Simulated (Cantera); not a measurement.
A closed system holds: 1 mol HMDSO, a varied amount of N₂O, 0.15 mol H₂, held at 1775 K and 0.0133 bar.

Equilibrium computed with Cantera from the NASA thermochemical tables; the gas is ideal and each condensed phase is pure. Candidate condensed phases: C, C₆H₆, C₇H₈, C₈H₁₈, H₂O, Si, SiC, SiO₂, Si₂N₂O, Si₃N₄; 151 gas species. The feed counts by its element totals alone. The tables hold silica as quartz up to 1696 K and as liquid above; real silica turns to tridymite and cristobalite and melts near 1996 K. Rates play no part.

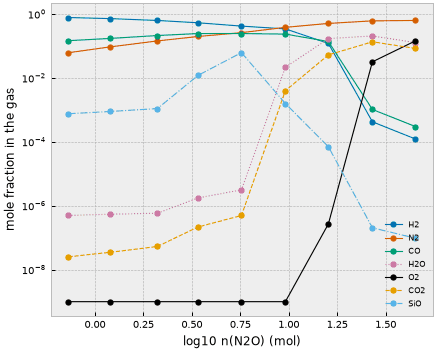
Figure: Equilibrium gas composition (values under 1e-9 drawn at 1e-9)

Q: Read off the mole fractions at 0.73 mol N₂O.

A: H₂ about 0.79, CO about 0.15, N₂ about 0.062, SiO about 0.00076, H₂O about 5.0e-7, CO₂ about 2.5e-8.
